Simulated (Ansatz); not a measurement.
**HCl (singlet): one geometry, many settings at distance Cl1–H2 = 1.548 Å**

Aim: run HCl (singlet) at one geometry under a spread of methods and options, and see what each costs and gives.

The runs use Ansatz 0.2.0, Gaussian basis; the settings change from run to run.

17 further runs of the same task are left out: 12 that didn't finish, 5 set aside as unsound or not needed.

### 1 What is computed

The geometry derives from a PBE0/def2-TZVP stationary point (not a proven minimum). One bond is set to the value named and the two fragments are kept rigid.

2 atoms, charge 0, spin multiplicity 1.

Atoms are counted from 1 here; the program's logs count them from 0.

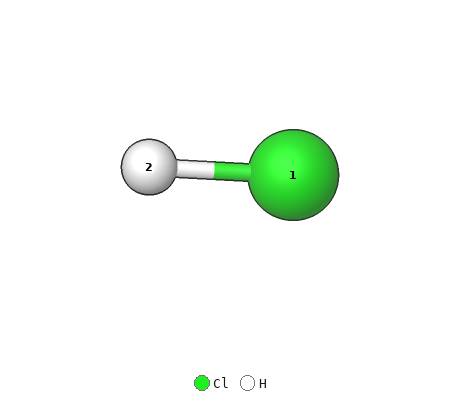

The geometry (chlorine green, hydrogen white); atoms are numbered from 1 in the order of the file.

### 2 CASSCF(4,3)/6-31++G**

in.yaml

```yaml
crystal:
  periodic: [false, false, false]
  atoms:
    - {symbol: Cl, position_ang: [0.000000, 0.000000, 0.000000]}
    - {symbol: H, position_ang: [0.000000, 0.000000, 1.548000]}
basis:
  gaussian: {orbitals: "6-31++G**", point_charges: [{charge: -1.00, position_ang: [2.909, 0.043, -0.060]}]}
hamiltonian: {pseudopotentials: {relativity: none}}
correlation: {active_space: {window: {electrons: 4, orbitals: 3}}}
```

Launch:

```bash
$ ansatz run in.yaml --threads 1 --pin off --events-out ev --progress --plain --max-ram 2393MiB
```

Standard output:

```text
Functional definition: HF
  name "HF"
  cite "Fock, Z. Phys. 61, 126 (1930) doi:10.1007/BF01340294"
  parent pbe
  exchange = exact_x
  correlation = 0
253 factors; integrals over basis functions are off by at most 2.0e-4 eV
mean field evaluation 1: about -12517.4098 eV, gradient 1.2e1 eV
mean field evaluation 2: about -12517.4104 eV, gradient 1.2e1 eV
mean field evaluation 4: about -12518.0351 eV, gradient 1.0e0 eV
mean field evaluation 8: about -12518.0424 eV, gradient 5.2e-4 eV
mean field -12518.04238161 eV, -460.0295724904 hartree, gradient 1.6e-6 eV, S^2 0.000000; 0 other end points of the search recorded, 0 dependent functions left out
reference -12518.04238161 eV, -460.0295724904 hartree; 9, 9 occupied and 20, 20 virtual orbitals, 253 factors
state -12518.77427095 eV, -460.0564689273 hartree
Total energy: -12518.77427095 eV, -460.0564689273 hartree
```

Run time: 0.24 s. Hardware: 1 thread of Arm Neoverse V1, shared host.

From the report: 9 determinants; active occupations 2.00, 1.94, 0.06.

### 3 CCSDT on RHF/6-31++G**

in.yaml

```yaml
crystal:
  periodic: [false, false, false]
  atoms:
    - {symbol: Cl, position_ang: [0.000000, 0.000000, 0.000000]}
    - {symbol: H, position_ang: [0.000000, 0.000000, 1.548000]}
basis:
  gaussian: {orbitals: "6-31++G**"}
magnetization: {spin_polarized: false}
hamiltonian: {pseudopotentials: {relativity: none}}
correlation: {method: ccsdt, electrons: outside_noble_gas}
accuracy: high
output: {forces: true}
```

Launched as before.

Standard output, shortened:

```text
Functional definition: HF
  name "HF"
  cite "Fock, Z. Phys. 61, 126 (1930) doi:10.1007/BF01340294"
  parent pbe
[...]
473 factors; integrals over basis functions are off by at most 3.7e-9 eV
[...]
mean field -12518.16937513 eV, -460.0342394161 hartree, gradient 4.1e-8 eV, S^2 0.000000; 0 other end points of the search recorded, 0 dependent functions left out
5 core orbitals not correlated: weight in the atoms' cores, before any rotation towards them, 1.000 or more for the frozen orbitals, at most 0.000 for the correlated occupied ones
reference -12518.16937513 eV, -460.0342394161 hartree; 4, 4 occupied and 20, 20 virtual orbitals, 473 factors
second order -3.88818726 eV of doubles, -0.00000000 eV of singles
cycle   1  -4.24843323 eV  change   -3.6e-1 eV  update   4.8e-2
[...]
cycle  19  -4.48895303 eV  change  -1.2e-10 eV  update  4.5e-10
[...]
Total energy: -12522.65832816 eV, -460.1992053971 hartree
Atom 0 at     0.000000     0.000000     0.000000 Å, force    -0.000000    -0.000000     4.300509 eV/Å
Atom 1 at     0.000000     0.000000     1.548000 Å, force     0.000000     0.000000    -4.300509 eV/Å
Dipole moment:    -0.000000    -0.000000     0.310496 e Å
```

Wall time 2.5 s (1 thread of Arm Neoverse V1, shared host).

From the report: correlation -4.4890 eV; T1 0.008; largest double amplitude 0.06.

### 4 HF/cc-pVDZ

in.yaml

```yaml
crystal:
  periodic: [false, false, false]
  atoms:
    - {symbol: Cl, position_ang: [0.000000, 0.000000, 0.000000]}
    - {symbol: H, position_ang: [0.000000, 0.000000, 1.548000]}
basis:
  gaussian: {orbitals: cc-pVDZ}
magnetization: {spin_polarized: true, initial_magnetization: 0}
hamiltonian: {xc: hf}
accuracy: high
scf: {lower_state_search: full}
output: {orbitals: {seedname: orbitals}}
```

Launched as before.

Standard output:

```text
Functional definition: HF
  name "HF"
  cite "Fock, Z. Phys. 61, 126 (1930) doi:10.1007/BF01340294"
  parent pbe
  exchange = exact_x
  correlation = 0
429 factors; integrals over basis functions are off by at most 3.0e-9 eV
mean field evaluation 1: about -12518.2161 eV, gradient 8.4e0 eV
mean field evaluation 2: about -12518.2187 eV, gradient 8.4e0 eV
mean field evaluation 4: about -12518.8275 eV, gradient 7.1e-1 eV
mean field evaluation 8: about -12518.8344 eV, gradient 9.1e-4 eV
mean field -12518.83435764 eV, -460.0586770726 hartree, gradient 2.5e-8 eV, S^2 0.000000; 0 other end points of the search recorded, 0 dependent functions left out
reference -12518.83435764 eV, -460.0586770726 hartree; 9, 9 occupied and 14, 14 virtual orbitals, 429 factors
Total energy: -12518.83435764 eV, -460.0586770726 hartree
```

Wall time 0.21 s (1 thread of Arm Neoverse V1, shared host).

From the report: ⟨S²⟩ of the determinant 0.000 (pure singlet: 0.00).

### 5 CCSDT(Q)/B on UHF/cc-pVDZ

in.yaml, as its differences from that of step 4:

```diff
@@ -8,5 +8,2 @@
 magnetization: {spin_polarized: true, initial_magnetization: 0}
-hamiltonian: {xc: hf}
-accuracy: high
-scf: {lower_state_search: full}
-output: {orbitals: {seedname: orbitals}}
+correlation: {method: ccsdt_q_b, electrons: outside_noble_gas}
```

The command is unchanged.

Standard output, shortened:

```text
Functional definition: HF
  name "HF"
  cite "Fock, Z. Phys. 61, 126 (1930) doi:10.1007/BF01340294"
  parent pbe
[...]
405 factors; integrals over basis functions are off by at most 9.1e-8 eV
[...]
mean field -12518.83435763 eV, -460.0586770722 hartree, gradient 9.6e-6 eV, S^2 0.000000; 0 other end points of the search recorded, 0 dependent functions left out
5 core orbitals not correlated: weight in the atoms' cores, before any rotation towards them, 1.000 or more for the frozen orbitals, at most 0.000 for the correlated occupied ones
reference -12518.83435763 eV, -460.0586770722 hartree; 4, 4 occupied and 14, 14 virtual orbitals, 405 factors
second order -4.06705493 eV of doubles, -0.00000000 eV of singles
cycle   1  -4.42943040 eV  change   -3.6e-1 eV  update   4.6e-2
[...]
cycle  11  -4.64606600 eV  change   -7.2e-7 eV  update   3.0e-7
perturbative correction -0.00847094 eV, -0.0003113014 hartree
Total energy: -12523.48889457 eV, -460.2297281497 hartree
```

Wall time 3 s (1 thread of Arm Neoverse V1, shared host).

From the report: ⟨S²⟩ of the determinant 0.000 (pure singlet: 0.00); correlation -4.6545 eV; T1 0.008; largest double amplitude 0.11.

### 6 CCSDT(Q)/B/cc-pVTZ

in.yaml

```yaml
crystal:
  periodic: [false, false, false]
  atoms:
    - {symbol: Cl, position_ang: [0.000000, 0.000000, 0.000000]}
    - {symbol: H, position_ang: [0.000000, 0.000000, 1.548000]}
basis:
  gaussian: {orbitals: cc-pVTZ, point_charges: [{charge: -1.00, position_ang: [3.972, 0.752, 0.346]}]}
magnetization: {spin_polarized: false}
hamiltonian: {xc: {name: PBE}}
correlation: {method: ccsdt_q_b, electrons: outside_noble_gas}
scf: {lower_state_search: off}
```

Same command.

Standard output, shortened:

```text
Functional definition: PBE
  name "PBE"
  cite "Perdew, Burke & Ernzerhof, Phys. Rev. Lett. 77, 3865 (1996) doi:10.1103/PhysRevLett.77.3865"
  parent pbe
[...]
521 factors; integrals over basis functions are off by at most 2.1e-7 eV
[...]
mean field -12533.80014747 eV, -460.6086597048 hartree, gradient 4.6e-6 eV, S^2 0.000000; 0 other end points of the search recorded, 0 dependent functions left out
5 core orbitals not correlated: weight in the atoms' cores, before any rotation towards them, 1.000 or more for the frozen orbitals, at most 0.000 for the correlated occupied ones
reference -12518.96631697 eV, -460.0635264884 hartree; 4, 4 occupied and 39, 39 virtual orbitals, 521 factors
second order -5.72244481 eV of doubles, -0.11289669 eV of singles
cycle   1  -6.15479672 eV  change   -3.2e-1 eV  update   5.8e-2
[...]
cycle  12  -6.56661329 eV  change   -2.8e-7 eV  update   3.6e-7
perturbative correction -0.01124647 eV, -0.0004133000 hartree
Total energy: -12525.54417673 eV, -460.3052583759 hartree
Checks for a lower state left out: stability, starts, cluster_reference, orbital_swaps, neighbouring_geometries, increment
```

Wall time 7.5 s (1 thread of Arm Neoverse V1, shared host).

From the report: correlation -6.5779 eV; T1 0.008; largest double amplitude 0.10. The orbitals are Kohn-Sham ones, so correlation energy and T1 don't compare with those on Hartree-Fock orbitals.

### 7 All runs side by side

Where basis and cores are those of an earlier FCI/cc-pVDZ run (-12523.4897 eV), and the state is the same kind, the miss against it is given.

```csv
level,correlated,functions,energy (eV),from FCI (meV),time
"CASSCF(4,3)/6-31++G** (beside a point charge)",,29,-12518.7743,,0.24 s
CCSDT on RHF/6-31++G**,outside noble gas,29,-12522.6583,,2.5 s
HF/cc-pVDZ,,23,-12518.8344,4655.4,0.21 s
CCSDT(Q)/B on UHF/cc-pVDZ,outside noble gas,23,-12523.4889,0.8,3 s
"CCSDT(Q)/B/cc-pVTZ (beside a point charge, on PBE orbitals)",outside noble gas,48,-12525.5442,,7.5 s
```

### 8 Results

| quantity | value |
| --- | --- |
| runs | 5 |
| quickest | HF/cc-pVDZ, 0.21 s |
| slowest | CCSDT(Q)/B/cc-pVTZ (beside a point charge, on PBE orbitals), 7.5 s |

**Reading.** Total energies in different bases, with other cores or another treatment of relativity can't be set against each other. CCSDT(Q)/B/cc-pVTZ (beside a point charge, on PBE orbitals) took 36 times as long as HF/cc-pVDZ; the jobs differ in more than the method. Hartree-Fock, CASSCF and CASCI lack dynamic correlation by design.
